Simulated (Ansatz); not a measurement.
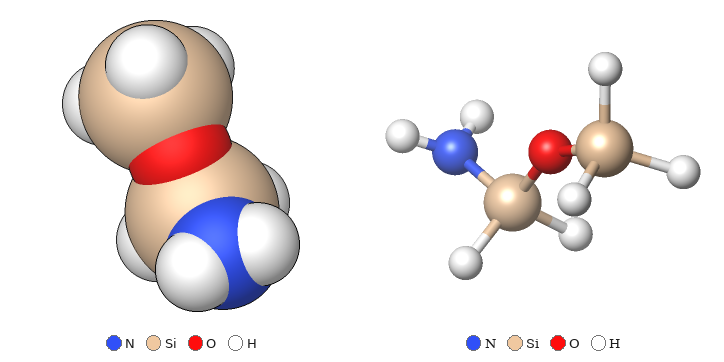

Both panels show the same species.

Give the formula.

H₇NOSi₂, 11 atoms: 7 hydrogen, 1 nitrogen, 1 oxygen and 2 silicon.

How many bonds of each kind are drawn?

5 Si–H, 2 O–Si, 2 N–H, 1 N–Si.

What is its SMILES?

N[SiH2]O[SiH3]

Name some functional groups or characteristic bonds that it holds.

Among them: Si–H bond, Si–O bond, Si–N bond.

Describe its rings.

It has no ring.

More results for the same structure follow; atom numbers are the same in all pictures, views and colours differ. The computed structure is the end point of a PBE0-D4/def2-TZVP optimisation.

**Geometry**

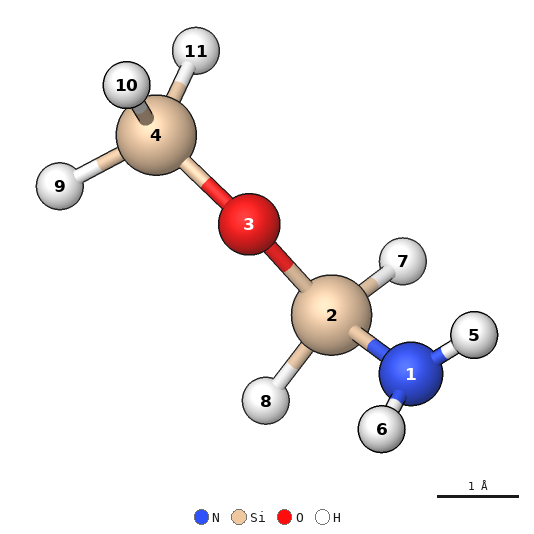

Numbered structure.

List the bonds and their lengths.

```tsv
bond	length (Å)	order
N1–Si2	1.701	single
N1–H5	1.007	single
N1–H6	1.007	single
Si2–O3	1.640	single
Si2–H7	1.484	single
Si2–H8	1.484	single
O3–Si4	1.630	single
Si4–H9	1.487	single
Si4–H10	1.484	single
Si4–H11	1.487	single
```

**Levels of theory compared**

Program: Ansatz 0.2.0.

Tabulate HOMO energy (eV) at these levels: PBE-D4/def2-TZVPP; PBE0-D4/def2-QZVPP; PBE0-D4/def2-SVP; r2SCAN-D4/def2-TZVPP; r2SCAN0-D4/def2-TZVPP; revPBE-D4/def2-TZVPP; ωB97M-V/def2-SVP; ωB97M-V/def2-TZVPP; ωB97X-V/def2-TZVPP.

```csv
level,HOMO energy (eV)
PBE-D4/def2-TZVPP,−6.42
PBE0-D4/def2-QZVPP,−7.92
PBE0-D4/def2-SVP,−7.64
r2SCAN-D4/def2-TZVPP,−6.72
r2SCAN0-D4/def2-TZVPP,−8.10
revPBE-D4/def2-TZVPP,−6.36
ωB97M-V/def2-SVP,−10.06
ωB97M-V/def2-TZVPP,−10.31
ωB97X-V/def2-TZVPP,−10.39
```

**Charges**

The questions are on Mulliken charges. Properties computed with RKS PBE0-D4/def2-TZVP (Ansatz 0.2.0).

Which atom carries the highest charge (most positive or least negative)?

Si2 (0.42 e).

And the lowest?

N1 (−0.63 e).

List the Mulliken charges.

| atom | value (e) |
| --- | --- |
| N1 | −0.63 |
| Si2 | 0.42 |
| O3 | −0.34 |
| Si4 | 0.28 |
| H5 | 0.24 |
| H6 | 0.24 |
| H7 | −0.05 |
| H8 | −0.05 |
| H9 | −0.04 |
| H10 | −0.04 |
| H11 | −0.04 |

**Vibrations**

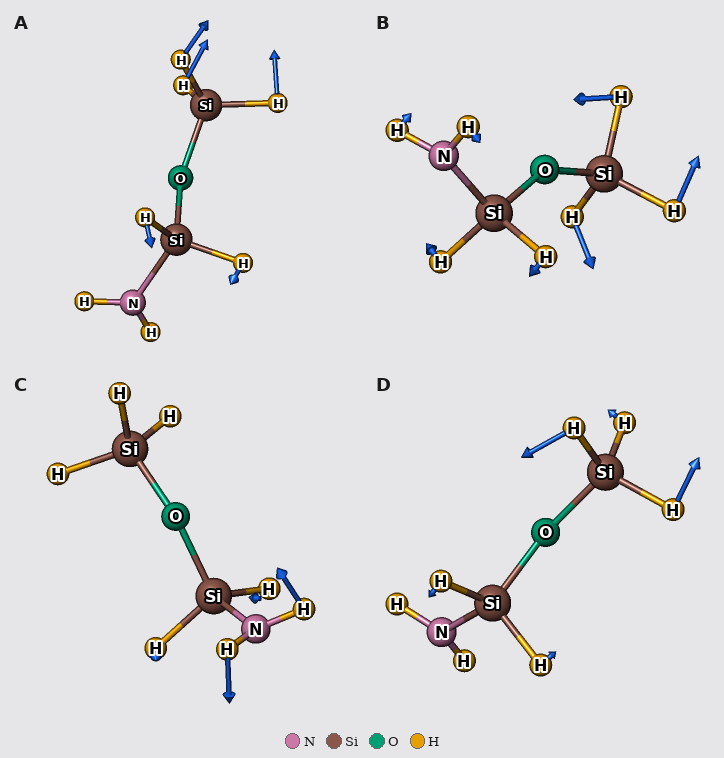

4 normal modes of one molecule or complex, as arrows. Harmonic vibrations computed with RKS PBE0-D4/def2-TZVP (Ansatz 0.2.0) at a stationary point of the same level.

Match the panels to the wavenumbers 48 cm⁻¹, 240 cm⁻¹, 727 cm⁻¹, 996 cm⁻¹.

A: 996 cm⁻¹, angle bending
B: 48 cm⁻¹, a torsion or out-of-plane motion in which bond lengths and bond angles hardly change
C: 240 cm⁻¹, a torsion or out-of-plane motion in which bond lengths and bond angles hardly change
D: 727 cm⁻¹, H–Si–O bending

**Dipole moment**

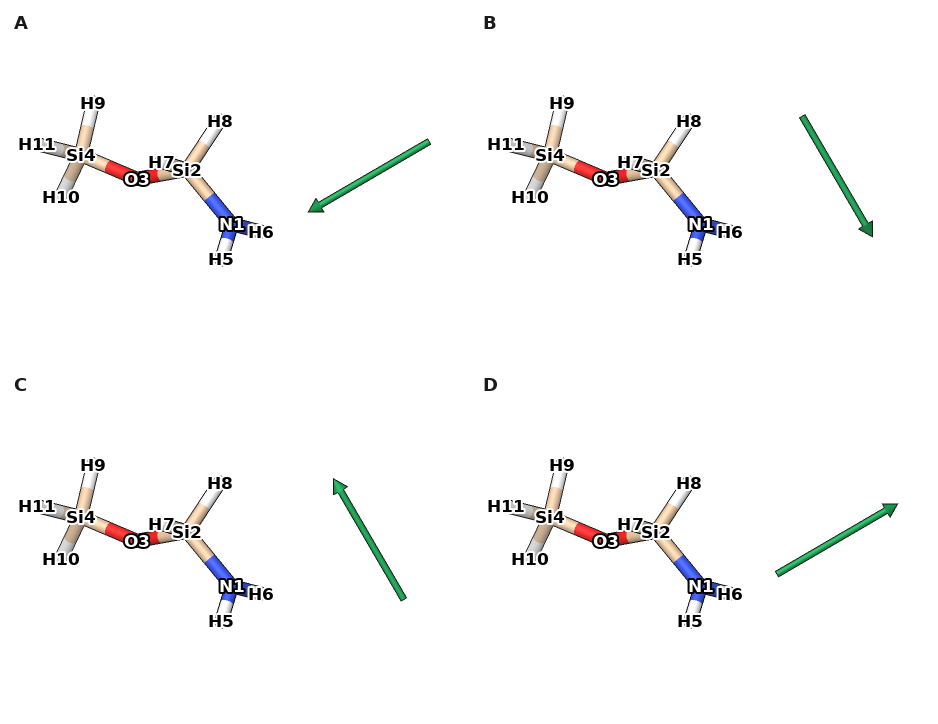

The same molecule four times, each with an arrow. Level of theory: RKS PBE-D4/def2-TZVPP (Ansatz 0.2.0).

Which arrow points along the dipole moment, from the negative to the positive end?

B. The dipole moment is 1.29 D; it points from the side of H9, H11 to the side of H5, H6 (the outermost atoms at the two ends).

Mulliken values depend strongly on the basis set and can even reverse the polarity of a bond.
